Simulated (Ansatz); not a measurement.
Band structure of NaSn2Pd3 (P6mm, 6 atoms in the cell).

```yaml
crystal:
  lattice:
    - [5.88826, 0.00000, 0.00000]
    - [-2.94413, 5.09939, 0.00000]
    - [0.00000, 0.00000, 4.34897]
  atoms:
    - { symbol: Na, position: [0.00000, 0.00000, 0.19263] }
    - { symbol: Sn, position: [0.66667, 0.33333, 0.49615] }
    - { symbol: Sn, position: [0.33333, 0.66667, 0.49615] }
    - { symbol: Pd, position: [0.00000, 0.50000, 0.99502] }
    - { symbol: Pd, position: [0.50000, 0.00000, 0.99502] }
    - { symbol: Pd, position: [0.50000, 0.50000, 0.99502] }
```

Level of theory: PBEsol, PAW files made with PBE (plane waves; Ansatz, a quantum-chemistry and plane-wave program).

Settings: basis.ecutwfc = 420 eV; kpoints.mp_grid.grid = 5 5 5; hamiltonian.xc = pbesol; hamiltonian.pseudopotentials = {kind: paw} (the program's default PAW files); scf.occupations.method = gaussian; scf.occupations.width = 0.05 eV; kpoints.band_path.npoints = 8.

The starting cell comes from a database of computed structures (which also holds hypothetical and non-ambient phases and stackings), without a prior relaxation at this level. Its lattice was rescaled by a random factor within 2.5 % of one. Spin polarisation is off.

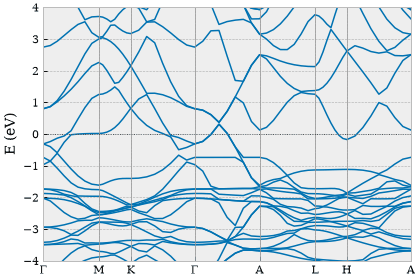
Fig. 1. Bands along the path, energies from the Fermi level.

Levels in eV from the Fermi level, bands 43 to 50:
```csv
point,43,44,45,46,47,48,49,50
Γ,-0.97,-0.74,-0.31,-0.31,0.80,0.80,2.74,4.14
M,-1.76,-1.62,0.02,1.25,2.26,3.00,3.05,3.71
K,-2.23,-1.41,0.81,0.81,2.15,2.15,3.17,4.08
A,-1.67,-1.67,-1.62,-0.74,0.12,2.50,2.50,3.15
L,-2.04,-1.89,-1.73,-1.14,1.25,1.37,2.13,3.77
H,-1.90,-1.87,-1.87,-1.12,-0.18,2.62,2.62,4.07
```

Bands cross the Fermi level along this path, so the cell is metallic at this level.

Keys are those of Ansatz 0.2.
